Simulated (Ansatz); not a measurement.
The compound is KCrF3 (cubic perovskite) (Pm-3m).

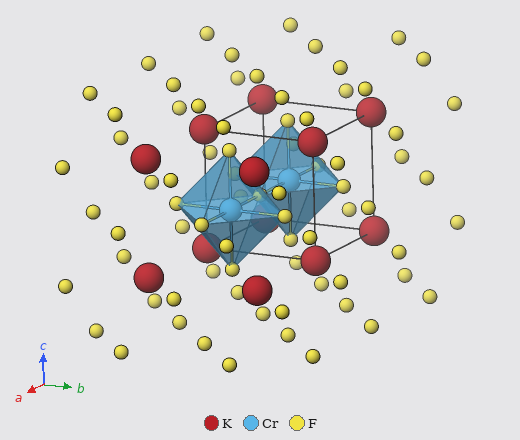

The structure (potassium red, chromium blue, fluorine yellow). 2×1×1 cells are drawn. Some periodic images of atoms are drawn too.

The structure was built from a prototype and need not be the compound's stable phase.

The structure is cubic, space group Pm-3m (No. 221). Conventional cell: a = 3.901 Å, b = 3.901 Å, c = 3.901 Å, α = 90.00°, β = 90.00°, γ = 90.00°. Nearest to K lie 12 F at 2.76 Å. Cr has 6 F at 1.95 Å nearest. Nearest to F lie 2 Cr at 1.95 Å and 4 K at 2.76 Å. Farther neighbours and most contacts between anions are not listed.

```
K Cr F
1.0
     0.00000   -3.90089    0.00000
     0.00000    0.00000    3.90089
    -3.90089    0.00000    0.00000
K Cr F
1 1 3
Direct
  0.00000 0.00000 0.00000
  0.50000 0.50000 0.50000
  0.50000 0.50000 0.00000
  0.50000 0.00000 0.50000
  0.00000 0.50000 0.50000
```

The structure was relaxed with LDA. The structure type comes from a generator and need not be one that this composition takes. The structure was generated from a model, not taken from a measurement. The runs that relaxed it are not among those shown. The program's search for lower electronic states was switched off, so nothing shows that the state found is the lowest. PAW set soft_2, made with PBE.

A constrained-RPA run (Ansatz 0.2.0; non-magnetic LDA; Cr d, bands v2 to c3, 4×4×4 mesh, medium accuracy) builds 5 functions on bands 3.8 eV wide, with 4.0 electrons in the window. The bare on-site interaction is 19.2 eV and the bare J 0.65 eV.

Estimate U, U′ and J.

On the Cr d shell, U = 6.93 eV (36 % of the bare value), U′ = 5.88 eV, J = 0.53 eV.

The parent state is non-magnetic and the interaction static (zero frequency); U depends on the window and the orbitals, so it belongs to this model alone.

[Paths, hosts, dates, memory and timing lines, banners, echoed tables and standing remarks are left out of the program output.]

[Logs are printed without paths, hosts, clocks, repeated set-up lines and the standing remarks that a program may print on its own settings, such as how far it seeks lower states.]

[Runs of the session that timed out or met a known fault of the program may be left out.]

[Hosts, paths, dates, database ids (printed as entryN), source tags and the programs' standing remarks are cut or masked in the printed files.]
